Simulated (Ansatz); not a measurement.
## Electronic structure of BrH5OW···H2 in real space

```xyz
10

W     0.5199    0.4254   -0.5293
H    -0.2889    1.1227    3.0483
H     0.8573   -0.9423    0.3962
O    -0.7573    1.8020   -0.3879
H    -1.5827    1.7945    0.1337
H    -0.7481   -0.4031    0.1939
H     0.0395   -1.0421   -1.2289
H     0.7364    0.2231   -2.2027
Br    2.7193    0.9827    0.3763
H     0.4529    1.2245    2.8743
```

Core potentials replace the inner electrons of W.

Method: RKS PBE-D4/def2-SVP in Ansatz.

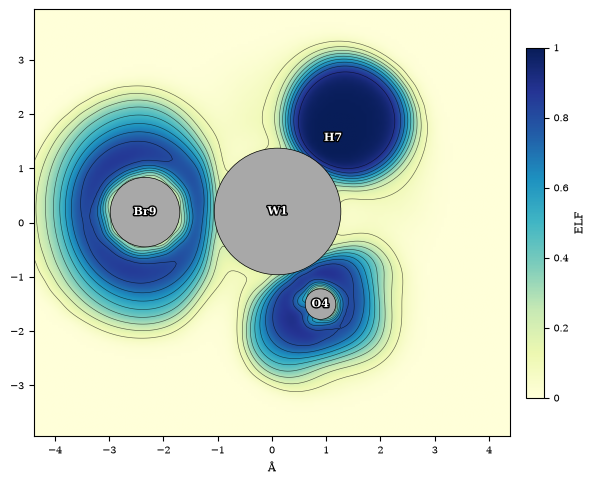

Figure 1. ELF on the plane of atoms H7, W1 and Br9. Grey discs cover the atomic cores.

Q: Describe what can be read from this map.

A: The section cuts through W, O, H and Br sites. W–O (1.88 Å): the ELF peaks at about 0.85 in the valence shell of O, 0.5 Å from its nucleus, and drops to about 0.25 between the two atoms. W–Br (2.44 Å): the ELF peaks at about 0.75 in the valence shell of Br, 1.0 Å from its nucleus, and is about 0.45 at the midpoint. W–H (1.70 Å): the ELF climbs to about 1 towards the hydrogen.

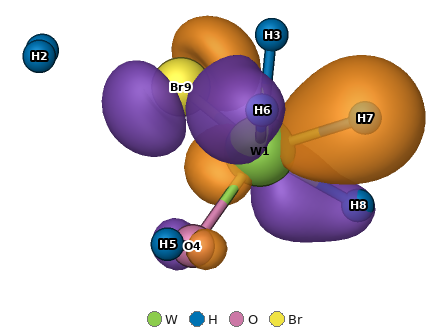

Figure 2. The HOMO−1 at ±0.15 Å⁻³ᐟ² (orange and purple are the two phases), seen at an oblique angle.

Q: Describe this orbital and give its energy.

A: By Hirshfeld shares it lies mainly on W1 (about 40 %), H7 (about 20 %), Br9 (about 20 %) and H6 (about 5 %). Its energy is −7.09 eV.

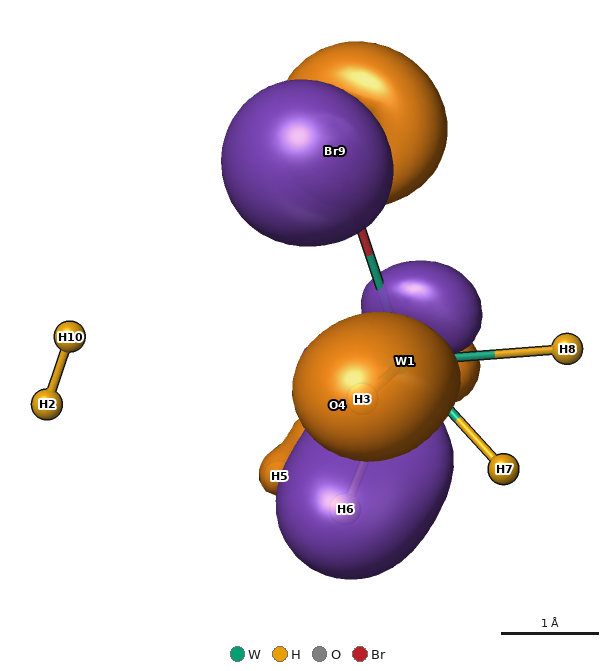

Figure 3. One frontier orbital at ±0.15 Å⁻³ᐟ² (orange and purple are the two phases), seen at an oblique angle.

Q: Which orbital is it: HOMO or LUMO?

A: The HOMO, at −6.50 eV. By Hirshfeld shares it lies mainly on Br9 (about 40 %), W1 (about 30 %), H3 (about 15 %) and H6 (about 10 %).
